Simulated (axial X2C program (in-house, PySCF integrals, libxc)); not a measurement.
# ICr: bond curves with and without spin–orbit coupling

Aim: find the lowest determinant of ICr, scan the bond at several levels and fit the constants, once spin-free and once with spin–orbit coupling.

Program: an in-house X2C program for linear molecules on PySCF integrals. Level of theory: all-electron X2C, I dyall-cv3z, Cr dyall-cv3z. These are calculated values, not measurements.

**1. The job**

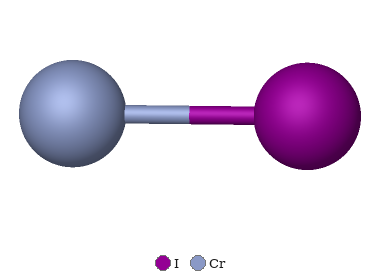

The two atoms at 2.550 Å (iodine purple, chromium light blue).

task.json

```json
{"zs": [53, 24], "q": 0, "bas": ["dyall-cv3z", "dyall-cv3z"], "levels": ["PBE0", "HF", "BLYP"], "cc": true, "r0": 2.55, "thr": -2.0, "nmax": 90, "npts": 10, "nst": 2, "ntry": 6}
```

Keys: zs atomic numbers; q charge; bas basis sets; levels methods (HF also brings MP2); cc coupled cluster on or off; r0 starting distance in Å; thr threshold in hartree for freezing inner shells (an s shell follows its p shell); nmax most natural virtual spinors; npts points asked for on the curve; nst determinants followed; ntry starts of the search.

Started as:

```console
> python so2c.py task.json out
```

Spin-free means the one-electron spin-free X2C Hamiltonian; two-component (2c) means X2C with spin–orbit coupling and atomic mean-field two-electron Coulomb and Gaunt terms. Basis: I dyall-cv3z contracted to [11s12p8d4f1g], Cr dyall-cv3z contracted to [9s10p6d3f2g]; Gaussian nuclei, density fitting. Masses: I 126.904 u, Cr 51.941 u.

Notation: σ, π±, δ± give the projection m of an orbital's angular momentum (0, ±1, ±2), α and β its spin, Λ and M_S the sums; ω is the projection of a spinor's total angular momentum and Ω the sum. Logs are in hartree.

The results follow Hamiltonian by Hamiltonian and level by level.

**2. State search with PBE0**

Determinants are compared with PBE0 at 2.550 Å.

Spin-free determinants:

```csv
ΔE (eV),state,open shells
0.00,"M_S = 5/2, Λ = 0","beyond closed shells: σα, π+α, π-α, δ+α, δ-α"
1.31,"M_S = 5/2, Λ = 1","beyond closed shells: 2 × σα, π+α, δ+α, δ-α"
1.62,"M_S = 3/2, Λ = 0","beyond closed shells: σβ, π+α, π-α, δ+α, δ-α"
1.89,"M_S = 3/2, Λ = 1","beyond closed shells: π+α, δ+α, δ-α"
1.91,"M_S = 5/2, Λ = 2","beyond closed shells: 2 × σα, π+α, π-α, δ+α"
2.35,"M_S = 3/2, Λ = 2","beyond closed shells: π+α, π-α, δ+α"
3.42,"M_S = 3/2, Λ = 3","beyond closed shells: σα, π+α, δ+α, δ+β, δ-α"
```

Two-component determinants:

| ΔE (eV) | state | open shells |
| --- | --- | --- |
| 0.00 | Ω = 5/2 | excess of +ω over −ω: ω = 5/2 |
| 1.24 | Ω = 3/2 | excess of +ω over −ω: ω = 1/2, ω = -3/2, ω = 5/2 |
| 1.38 | Ω = 7/2 | excess of +ω over −ω: 2 × ω = 1/2, ω = 5/2 |
| 1.62 | Ω = 3/2 | excess of +ω over −ω: 2 × ω = -1/2, ω = 5/2 |
| 1.82 | Ω = 1/2 | excess of +ω over −ω: ω = -1/2, ω = -3/2, ω = 5/2 |
| 1.89 | Ω = 1/2 | excess of +ω over −ω: ω = 1/2 |
| 1.95 | Ω = 9/2 | excess of +ω over −ω: ω = 1/2, ω = 3/2, ω = 5/2 |

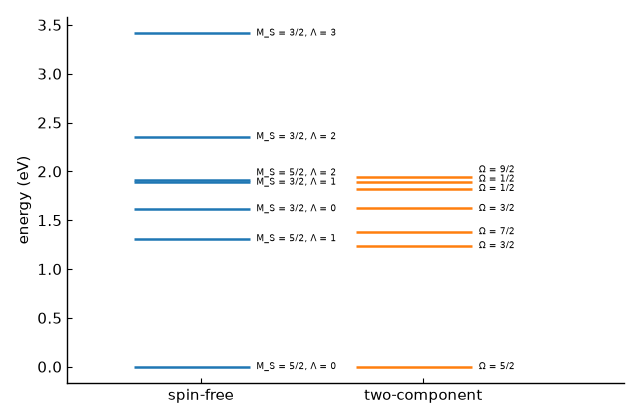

The determinants found, each set from its own lowest.

**3. PBE0, spin-free**

State followed: M_S = 5/2, Λ = 0 (beyond closed shells: σα, π+α, π-α, δ+α, δ-α). The scan is laid around 2.557 Å, a first estimate of the minimum, and this SCF restarts from the orbitals of the search.

The SCF at the reference distance of 2.557 Å:

```text
spin-free X2C-1e  PBE0
basis functions 232  fitting functions 1238  grid points 5800
iter        total energy     max residual
   1      -8166.017461066     4.98e-01
   2      -8166.024453104     4.20e-04
   3      -8166.024453921     3.84e-04
   4      -8166.024455611     1.53e-04
   5      -8166.024455993     4.55e-05
   6      -8166.024456022     2.60e-05
   7      -8166.024456034     8.18e-06
   8      -8166.024456036     5.89e-06
converged
one-electron -11729.38199021  Coulomb 3532.10792413  exact exchange -57.10831292  xc functional -174.88549209  nuclear repulsion 263.24341505
```

Along the bond, energies from the lowest point:

```csv
R (Å),E (eV),μ (D),HOMO (eV),LUMO (eV),iterations
2.327,0.2657,4.72,-6.00,-2.54,16
2.404,0.0988,5.00,-6.06,-2.65,14
2.480,0.0174,5.29,-6.12,-2.76,13
2.557,0.0000,5.59,-6.16,-2.87,8
2.647,0.0388,5.93,-6.20,-3.00,13
2.736,0.1227,6.28,-6.23,-3.12,13
2.851,0.2733,6.72,-6.23,-3.27,13
```

Dipoles are positive if Cr is the positive end.

Outer orbitals at the reference distance:

| symmetry | occupied | ε (eV) | atomic character |
| --- | --- | --- | --- |
| σβ | yes | -17.95 | 83% I s, 8% Cr p, 5% Cr d |
| σα | yes | -17.86 | 82% I s, 8% Cr p, 6% Cr d |
| σα | yes | -8.18 | 67% I p, 18% Cr d, 9% Cr s |
| σβ | yes | -7.85 | 81% I p, 8% Cr s, 4% Cr d |
| π-α | yes | -7.56 | 57% Cr d, 41% I p |
| π+α | yes | -7.56 | 57% Cr d, 41% I p |
| π-β | yes | -6.90 | 90% I p, 6% Cr d, 4% Cr p |
| π+β | yes | -6.90 | 90% I p, 6% Cr d, 4% Cr p |
| δ+α | yes | -6.73 | 100% Cr d |
| δ-α | yes | -6.73 | 100% Cr d |
| σα | yes | -6.21 | 62% Cr d, 32% Cr s, 6% I p |
| π-α | yes | -6.16 | 50% I p, 44% Cr d, 5% Cr p |
| π+α | yes | -6.16 | 50% I p, 44% Cr d, 5% Cr p |
| σα | no | -2.87 | 38% Cr s, 33% Cr p, 15% Cr d |
| σβ | no | -1.77 | 75% Cr s, 18% Cr p, 3% I p |
| π-α | no | -0.70 | 90% Cr p, 4% I p, 3% Cr d |
| π+α | no | -0.70 | 90% Cr p, 4% I p, 3% Cr d |

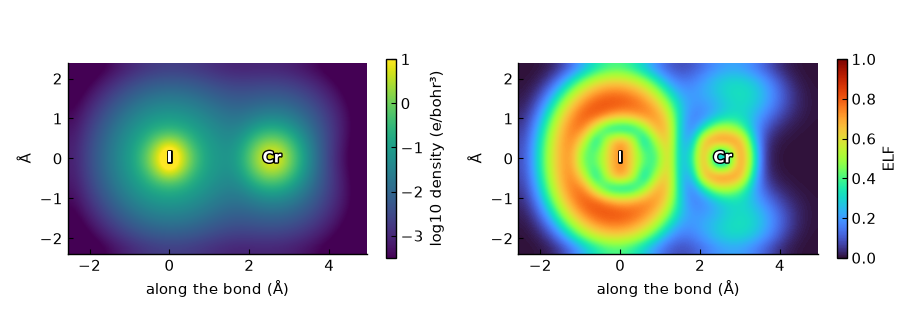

PBE0 fields in a plane through the axis, from a grid of 0.3 Å; I lies at z = 0 and Cr at z = 2.557 Å; the ELF is damped to zero where the density is low.

Re = 2.543 Å, ωe = 250.1 cm⁻¹, ωexe = 0.723 cm⁻¹, Be = 0.07072 cm⁻¹, De = 2.84 eV, μ = 5.53 D.

**4. HF, spin-free**

Output at 2.557 Å:

```text
spin-free X2C-1e  HF
basis functions 232  fitting functions 1238  grid points 5800
iter        total energy     max residual
   1      -8162.463902701     3.50e-01
   2      -8162.496349616     7.64e-03
   3      -8162.498178046     1.24e-02
   4      -8162.498472232     3.31e-03
   5      -8162.498654203     3.15e-03
   6      -8162.498898685     7.44e-03
   7      -8162.499065404     5.55e-03
   8      -8162.499144272     1.42e-03
   9      -8162.499168868     1.00e-03
  10      -8162.499172409     5.68e-04
  11      -8162.499173211     8.12e-05
  12      -8162.499173348     8.92e-05
  13      -8162.499173375     5.09e-05
  14      -8162.499173381     3.99e-06
  15      -8162.499173381     4.18e-06
  16      -8162.499173381     1.59e-06
converged
one-electron -11730.00989766  Coulomb 3532.89196282  exact exchange -228.62465359  xc functional 0.00000000  nuclear repulsion 263.24341505
```

No constants are quoted: too few points lie around the minimum for a second fit to confirm the first.

**5. BLYP, spin-free**

The SCF at the reference distance of 2.557 Å:

```text
spin-free X2C-1e  BLYP
basis functions 232  fitting functions 1238  grid points 5800
iter        total energy     max residual
   1      -8166.866435469     1.50e-01
   2      -8166.874680679     1.03e-02
   3      -8166.876247540     1.24e-02
   4      -8166.876570466     8.46e-03
   5      -8166.876649025     6.70e-03
   6      -8166.876763433     8.86e-04
   7      -8166.876766966     1.16e-03
   8      -8166.876772960     2.42e-04
   9      -8166.876773292     1.91e-04
  10      -8166.876773493     2.58e-05
  11      -8166.876773495     8.77e-06
converged
one-electron -11728.15122893  Coulomb 3530.81130361  exact exchange 0.00000000  xc functional -232.78026323  nuclear repulsion 263.24341505
```

Re = 2.556 Å, ωe = 242.8 cm⁻¹, ωexe = 0.739 cm⁻¹, Be = 0.07003 cm⁻¹, De = 2.85 eV, μ = 4.45 D.

**6. Correlated methods, spin-free**

Correlated methods: 13 electrons correlated (frozen shells, counted by type: I 4 s, 3 p, 2 d; Cr 3 s, 2 p), 311 virtual spinors in MP2, 90 natural virtuals in coupled cluster.

Output of the correlated part at 2.557 Å:

```text
correlated 13  virtual 311  natural virtual 90  E(MP2) -0.250792191  MP2 remainder -0.012313920
iter   CCSD correlation   residual
   1     -0.252528326   9.09e-02
   2     -0.257922014   3.38e-02
   3     -0.258823791   1.41e-02
   4     -0.258969287   7.22e-03
   5     -0.259046720   3.38e-03
   6     -0.259059556   1.72e-03
   7     -0.259058592   7.13e-04
   8     -0.259058459   2.29e-04
   9     -0.259057432   8.89e-05
  10     -0.259057932   3.78e-05
  11     -0.259057948   1.39e-05
(T) -0.009328144  T1 0.0252  D1 0.0625  max T2 0.047
```

T1 in the output is the amplitude norm over the root of the electron number; divide by √2 for the Lee–Taylor value.

MP2: Re = 2.566 Å, ωe = 241.7 cm⁻¹, Be = 0.06949 cm⁻¹, De = 2.86 eV.

CCSD: Re = 2.575 Å, ωe = 241.3 cm⁻¹, ωexe = 0.696 cm⁻¹, Be = 0.06896 cm⁻¹, De = 2.77 eV. T1 at Re = 0.018 (Lee–Taylor, the printed value over √2).

CCSD(T): Re = 2.568 Å, ωe = 243.5 cm⁻¹, ωexe = 0.72 cm⁻¹, Be = 0.06935 cm⁻¹, De = 2.84 eV. T1 at Re = 0.018 (Lee–Taylor, the printed value over √2).

**7. A higher determinant, spin-free**

State: M_S = 5/2, Λ = 1 (beyond closed shells: 2 × σα, π+α, δ+α, δ-α).

Output at the reference distance:

```text
spin-free X2C-1e  PBE0
basis functions 232  fitting functions 1238  grid points 5800
iter        total energy     max residual
   1      -8165.969210099     4.95e-01
   2      -8165.976422814     6.63e-04
   3      -8165.976426709     3.24e-04
   4      -8165.976427961     8.99e-05
   5      -8165.976428038     4.07e-05
   6      -8165.976428076     1.15e-05
   7      -8165.976428080     5.41e-06
converged
one-electron -11725.29098958  Coulomb 3527.91853978  exact exchange -57.07509416  xc functional -174.77229917  nuclear repulsion 263.24341505
```

```csv
R (Å),E above the lowest PBE0 point (eV)
2.327,1.695
2.404,1.482
2.480,1.360
2.557,1.307
2.647,1.309
2.736,1.360
2.851,1.472
```

Re = 2.597 Å, ωe = 234.2 cm⁻¹, ωexe = 0.846 cm⁻¹, Be = 0.0678 cm⁻¹, μ = 1.73 D. Te = 1.30 eV.

**8. The spin-free curves together**

Energy (eV) of the followed determinant, spin-free, from each level's lowest point:

```csv
R (Å),PBE0,HF,MP2,CCSD,CCSD(T),BLYP
2.327,0.266,0.591,0.316,0.341,0.325,0.287
2.404,0.099,0.322,0.130,0.145,0.135,0.113
2.480,0.017,0.149,0.032,0.039,0.034,0.025
2.557,0.000,0.048,0.000,0.000,0.000,0.000
2.647,0.039,0.000,0.023,0.017,0.022,0.029
2.736,0.123,0.007,0.092,0.082,0.091,0.103
2.851,0.273,0.074,0.226,0.211,0.224,0.240
```

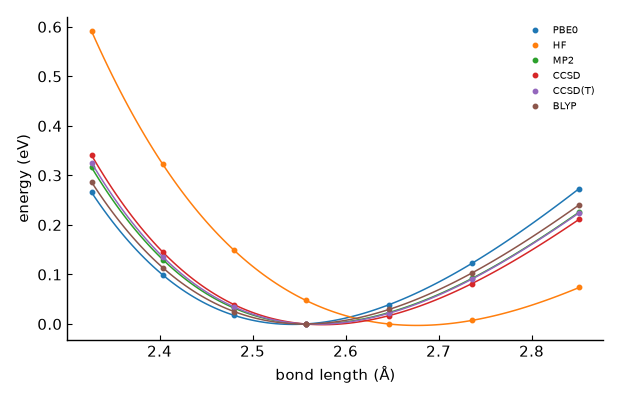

Curves of the followed state, spin-free, each from its own lowest point.

**9. PBE0, 2c**

State followed: Ω = 5/2 (excess of +ω over −ω: ω = 5/2). The scan is laid around 2.557 Å, a first estimate of the minimum, and this SCF restarts from the orbitals of the search.

The SCF at the reference distance of 2.557 Å:

```text
two-component X2C + atomic mean field  PBE0
basis functions 232  fitting functions 1238  grid points 5800
iter        total energy     max residual
   1      -8162.788376541     4.33e-01
   2      -8162.795385868     4.31e-04
   3      -8162.795386531     3.69e-04
   4      -8162.795388482     1.60e-04
   5      -8162.795388803     5.50e-05
   6      -8162.795388859     3.21e-05
   7      -8162.795388878     1.04e-05
   8      -8162.795388881     5.50e-06
converged
one-electron -11719.87510545  Coulomb 3530.29807716  exact exchange -57.07717787  xc functional -174.79586370  nuclear repulsion 263.24341505  atomic mean-field constant -4.58873408
```

Along the bond, energies from the lowest point:

```csv
R (Å),E (eV),μ (D),HOMO (eV),LUMO (eV),iterations
2.327,0.2728,4.67,-5.84,-2.53,16
2.404,0.1036,4.94,-5.89,-2.64,14
2.480,0.0198,5.23,-5.94,-2.75,13
2.557,0.0000,5.51,-5.97,-2.86,8
2.647,0.0358,5.84,-6.00,-2.98,12
2.736,0.1165,6.17,-6.01,-3.10,13
2.851,0.2627,6.58,-6.00,-3.25,13
```

Dipoles are positive if Cr is the positive end.

Outer spinors at the reference distance:

```tsv
ω	occupied	ε (eV)	atomic character	λ mixture
-1/2	yes	-17.96	83% I s, 8% Cr p, 5% Cr d	100% σ
1/2	yes	-17.88	82% I s, 8% Cr p, 6% Cr d	100% σ
1/2	yes	-8.34	72% I p, 15% Cr d, 8% Cr s	88% σ, 12% π
-1/2	yes	-8.16	78% I p, 12% Cr d, 5% Cr s	63% σ, 37% π
-1/2	yes	-7.50	51% I p, 43% Cr d, 3% Cr s	66% π, 34% σ
3/2	yes	-7.42	66% Cr d, 33% I p	100% π
1/2	yes	-7.10	85% I p, 10% Cr d, 3% Cr p	87% π, 13% σ
-3/2	yes	-6.75	100% Cr d	100% δ
5/2	yes	-6.69	100% Cr d	100% δ
-3/2	yes	-6.61	90% I p, 6% Cr d, 4% Cr p	100% π
-1/2	yes	-6.28	51% Cr d, 44% I p, 4% Cr p	96% π, 4% σ
1/2	yes	-6.19	60% Cr d, 33% Cr s, 7% I p	100% σ
3/2	yes	-5.97	57% I p, 36% Cr d, 6% Cr p	100% π
1/2	no	-2.86	38% Cr s, 33% Cr p, 15% Cr d	100% σ
-1/2	no	-1.76	75% Cr s, 18% Cr p, 3% I p	100% σ
-1/2	no	-0.72	90% Cr p, 4% I p, 3% I d	100% π
3/2	no	-0.66	89% Cr p, 5% I p, 3% Cr d	100% π
```

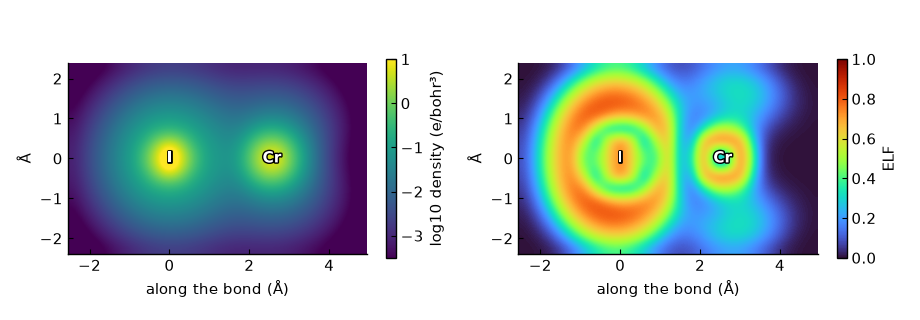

PBE0 fields in a plane through the axis, from a grid of 0.3 Å; I lies at z = 0 and Cr at z = 2.557 Å; the ELF is damped to zero where the density is low.

Re = 2.547 Å, ωe = 248.0 cm⁻¹, ωexe = 0.736 cm⁻¹, Be = 0.07051 cm⁻¹, De = 2.58 eV, μ = 5.47 D.

**10. HF, 2c**

Output at 2.557 Å:

```text
two-component X2C + atomic mean field  HF
basis functions 232  fitting functions 1238  grid points 5800
iter        total energy     max residual
   1      -8159.231058783     4.10e-01
   2      -8159.263549131     7.63e-03
   3      -8159.265413818     1.48e-02
   4      -8159.265725153     4.03e-03
   5      -8159.265917591     3.71e-03
   6      -8159.266162014     8.50e-03
   7      -8159.266324513     6.09e-03
   8      -8159.266400822     1.37e-03
   9      -8159.266424900     1.20e-03
  10      -8159.266428710     6.70e-04
  11      -8159.266429610     6.54e-05
  12      -8159.266429773     1.17e-04
  13      -8159.266429809     6.42e-05
  14      -8159.266429815     5.98e-06
  15      -8159.266429817     9.15e-06
  16      -8159.266429817     5.58e-06
  17      -8159.266429817     1.58e-06
converged
one-electron -11720.50072127  Coulomb 3531.07973775  exact exchange -228.50012727  xc functional 0.00000000  nuclear repulsion 263.24341505  atomic mean-field constant -4.58873408
```

No constants are quoted: too few points lie around the minimum for a second fit to confirm the first.

**11. BLYP, 2c**

The SCF at the reference distance of 2.557 Å:

```text
two-component X2C + atomic mean field  BLYP
basis functions 232  fitting functions 1238  grid points 5800
iter        total energy     max residual
   1      -8163.638768006     1.70e-01
   2      -8163.647090656     1.05e-02
   3      -8163.648620996     1.43e-02
   4      -8163.648940431     9.91e-03
   5      -8163.649032400     7.06e-03
   6      -8163.649125611     1.06e-03
   7      -8163.649129294     1.32e-03
   8      -8163.649134663     2.91e-04
   9      -8163.649134960     2.22e-04
  10      -8163.649135140     2.82e-05
  11      -8163.649135143     9.65e-06
converged
one-electron -11718.64258676  Coulomb 3528.99970960  exact exchange 0.00000000  xc functional -232.66093896  nuclear repulsion 263.24341505  atomic mean-field constant -4.58873408
```

Re = 2.561 Å, ωe = 239.6 cm⁻¹, ωexe = 0.764 cm⁻¹, Be = 0.06974 cm⁻¹, De = 2.55 eV, μ = 4.37 D.

**12. MP2 and beyond, 2c**

Correlated methods: 13 electrons correlated (frozen shells, counted by type: I 4 s, 3 p, 2 d; Cr 3 s, 2 p), 311 virtual spinors in MP2, 90 natural virtuals in coupled cluster.

Output of the correlated part at 2.557 Å:

```text
correlated 13  virtual 311  natural virtual 90  E(MP2) -0.250288104  MP2 remainder -0.012324662
iter   CCSD correlation   residual
   1     -0.252001827   9.06e-02
   2     -0.257376911   3.36e-02
   3     -0.258264217   1.40e-02
   4     -0.258408131   7.18e-03
   5     -0.258484402   3.39e-03
   6     -0.258496758   1.73e-03
   7     -0.258495860   7.06e-04
   8     -0.258495633   2.25e-04
   9     -0.258494728   8.77e-05
  10     -0.258495241   3.69e-05
  11     -0.258495285   1.38e-05
  12     -0.258495389   4.97e-06
  13     -0.258495404   2.11e-06
(T) -0.009258802  T1 0.0252  D1 0.0627  max T2 0.048
```

MP2: Re = 2.569 Å, ωe = 240.3 cm⁻¹, Be = 0.06932 cm⁻¹, De = 2.58 eV.

CCSD: Re = 2.578 Å, ωe = 241.1 cm⁻¹, ωexe = 0.735 cm⁻¹, Be = 0.06882 cm⁻¹, De = 2.48 eV. T1 at Re = 0.018 (Lee–Taylor, the printed value over √2).

CCSD(T): Re = 2.571 Å, ωe = 243.2 cm⁻¹, ωexe = 0.776 cm⁻¹, Be = 0.0692 cm⁻¹, De = 2.55 eV. T1 at Re = 0.018 (Lee–Taylor, the printed value over √2).

**13. A higher determinant, 2c**

State: Ω = 3/2 (excess of +ω over −ω: ω = 1/2, ω = -3/2, ω = 5/2).

Output at the reference distance:

```text
two-component X2C + atomic mean field  PBE0
basis functions 232  fitting functions 1238  grid points 5800
iter        total energy     max residual
   1      -8162.742731980     4.31e-01
   2      -8162.749965030     6.78e-04
   3      -8162.749968630     2.67e-04
   4      -8162.749969928     1.07e-04
   5      -8162.749970031     4.27e-05
   6      -8162.749970075     1.29e-05
   7      -8162.749970082     5.92e-06
converged
one-electron -11715.86489941  Coulomb 3526.19275948  exact exchange -57.04430781  xc functional -174.68820332  nuclear repulsion 263.24341505  atomic mean-field constant -4.58873408
```

```csv
R (Å),E above the lowest PBE0 point (eV)
2.327,1.631
2.404,1.416
2.480,1.292
2.557,1.236
2.647,1.233
2.736,1.278
2.851,1.380
```

Re = 2.604 Å, ωe = 228.0 cm⁻¹, ωexe = 0.944 cm⁻¹, Be = 0.06743 cm⁻¹, μ = 1.46 D. Te = 1.23 eV.

**14. The 2c curves together**

Energy (eV) of the followed determinant, 2c, from each level's lowest point:

```csv
R (Å),PBE0,HF,MP2,CCSD,CCSD(T),BLYP
2.327,0.273,0.598,0.322,0.346,0.331,0.295
2.404,0.104,0.328,0.134,0.149,0.139,0.120
2.480,0.020,0.152,0.034,0.041,0.036,0.028
2.557,0.000,0.050,0.000,0.000,0.000,0.000
2.647,0.036,0.000,0.021,0.015,0.020,0.025
2.736,0.116,0.005,0.088,0.079,0.088,0.095
2.851,0.263,0.069,0.219,0.206,0.219,0.226
```

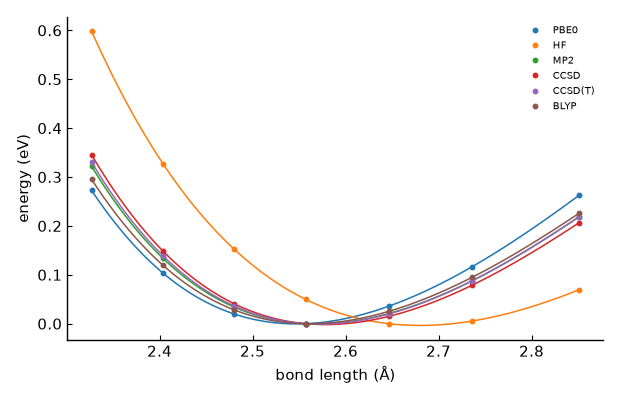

Curves of the followed state, 2c, each from its own lowest point.

The whole job took 3.5 min on 1 thread of Arm Neoverse V2, shared host; peak memory 0.89 GiB.

**15. What came out**

Lowest determinant that the search found at its distance, spin-free: M_S = 5/2, Λ = 0 (beyond closed shells: σα, π+α, π-α, δ+α, δ-α).

Lowest determinant that the search found at its distance, 2c: Ω = 5/2 (excess of +ω over −ω: ω = 5/2).

```
Hamiltonian    level  Re (Å)  ωe (cm⁻¹)  De (eV)  μ (D)
  spin-free     PBE0   2.543      250.1     2.84   5.53
  spin-free      MP2   2.566      241.7     2.86    n/a
  spin-free     CCSD   2.575      241.3     2.77    n/a
  spin-free  CCSD(T)   2.568      243.5     2.84    n/a
  spin-free     BLYP   2.556      242.8     2.85   4.45
         2c     PBE0   2.547      248.0     2.58   5.47
         2c      MP2   2.569      240.3     2.58    n/a
         2c     CCSD   2.578      241.1     2.48    n/a
         2c  CCSD(T)   2.571      243.2     2.55    n/a
         2c     BLYP   2.561      239.6     2.55   4.37
```

Dipoles are positive if Cr is the positive end. No constants: spin-free HF (too few points lie around the minimum for a second fit to confirm the first); 2c HF (too few points lie around the minimum for a second fit to confirm the first).

Time per point (s) on 1 thread of Arm Neoverse V2, shared host (2c runs; CCSD comes with the CCSD(T) run); the times are rough: PBE0 1.5, MP2 1.9, CCSD(T) 6.4, BLYP 0.65.

At CCSD(T), going from spin-free to two-component changes Re by +3 mÅ, ωe by -0.1 %; the spin-free picture holds up (part of it comes from the scalar share of the two-electron terms). De moves by -0.28 eV; both De rest on single-determinant atoms, which can miss part of an open shell's spin–orbit lowering.

De refers to I + Cr, each in the lowest determinant found, which need not be this curve's own limit. The state is a single determinant with fixed occupations, the lowest that a limited PBE0 search found. De is counted from the lowest determinant-based energies of the atoms at the same level, without counterpoise correction. Density functionals use the spin component along the axis (collinear). Coupled cluster ran in a truncated set of natural virtual spinors; the MP2 energy of the rest was added. With several unpaired electrons one determinant need not be a pure state.
